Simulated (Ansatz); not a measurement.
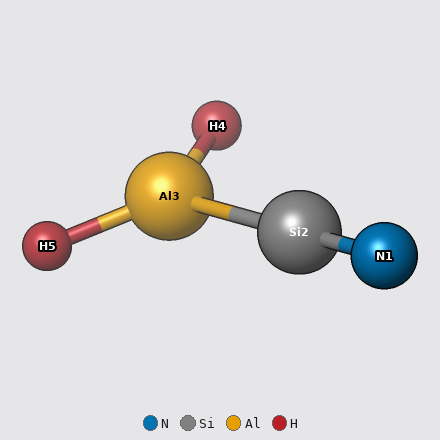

The system is AlH₂NSi (SMILES N#[Si][AlH2]) with the probe HF; the picture shows it without the atoms that are moved over the map. The probe is moved over a plane parallel to the molecule's main plane, 2.30 Å above it. First axis: x of the probe's F atom. Second axis: y of the probe's F atom. Nothing is relaxed (molecule and probe rigid, the probe upright with F nearest the plane). Grid: 17 × 11 points. Points are written as (first, second). Energies are in kJ/mol, from molecule and probe far apart, each relaxed in its own basis (no counterpoise correction). Method: Ansatz 0.2.0, RKS PBE-D4/def2-SVPD.

Range: x of the probe's F atom from −4.24 to 4.24 Å; y of the probe's F atom from −2.65 to 2.65 Å.

Q: What landscape does the calculation give?

A: The lowest grid point is at (−2.12 Å, 0.00 Å), −34.1 kJ/mol from molecule and probe far apart, each relaxed in its own basis (no counterpoise correction). No other kind of well shows on this grid. The highest grid point, (1.59 Å, 0.00 Å), lies 73.9 kJ/mol above the lowest. Near the minimum the well is nearly round, with a curvature of about 0.23 eV/Å².

| y of the probe's F atom ↓, x of the probe's F atom → | −4.24 | −3.18 | −2.12 | −1.06 | 0.00 | 1.06 | 2.12 | 3.18 | 4.24 |
| --- | --- | --- | --- | --- | --- | --- | --- | --- | --- |
| 2.65 | −4.2 | −5.4 | −7.7 | −9.0 | −6.2 | −1.5 | 1.5 | 2.4 | 2.6 |
| 2.12 | −5.4 | −6.4 | −10.7 | −12.3 | −7.1 | −0.2 | 3.4 | 3.4 | 3.0 |
| 1.59 | −7.2 | −9.5 | −16.1 | −15.5 | −4.8 | 5.2 | 8.0 | 5.2 | 3.5 |
| 1.06 | −9.8 | −16.0 | −23.9 | −17.3 | 2.8 | 16.5 | 16.8 | 7.9 | 4.1 |
| 0.53 | −12.7 | −23.2 | −31.2 | −17.3 | 13.3 | 30.7 | 27.8 | 10.7 | 4.6 |
| 0.00 | −14.0 | −26.4 | −34.1 | −16.9 | 18.6 | 37.6 | 33.3 | 12.0 | 4.8 |
| −0.53 | −12.7 | −23.1 | −31.1 | −17.3 | 13.3 | 30.7 | 27.8 | 10.7 | 4.6 |
| −1.06 | −9.8 | −15.8 | −23.7 | −17.3 | 2.8 | 16.5 | 16.8 | 7.9 | 4.1 |
| −1.59 | −7.1 | −9.3 | −15.9 | −15.4 | −4.8 | 5.2 | 8.0 | 5.2 | 3.5 |
| −2.12 | −5.4 | −6.3 | −10.6 | −12.3 | −7.1 | −0.2 | 3.4 | 3.4 | 3.0 |
| −2.65 | −4.2 | −5.3 | −7.7 | −9.0 | −6.1 | −1.5 | 1.5 | 2.4 | 2.6 |

The table holds every second grid line.

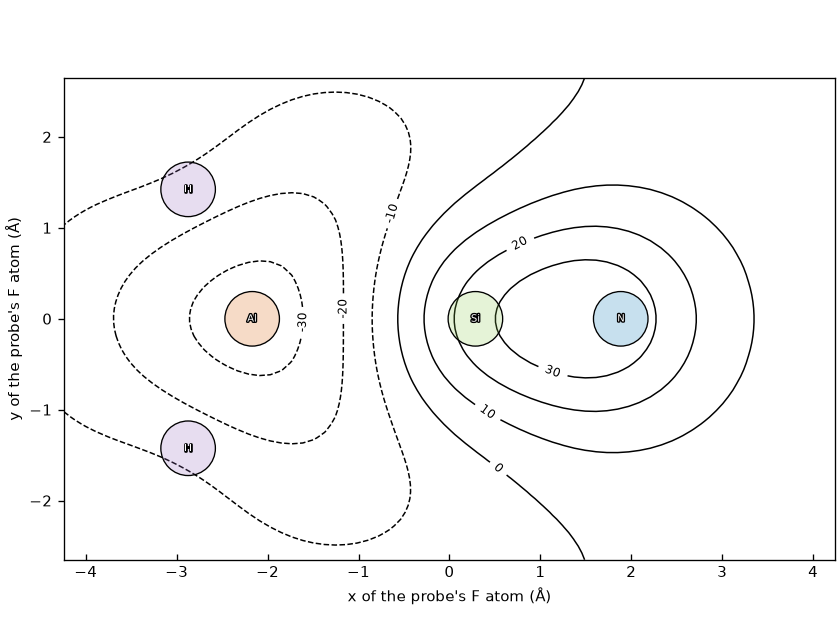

Drawn: contour lines labelled in kJ/mol, labelled circles for the molecule's atoms, projected on the plane. Between grid points the surface is interpolated.

The whole map (187 points run) took 10 min on 1 thread of Arm Neoverse V2 (shared host).
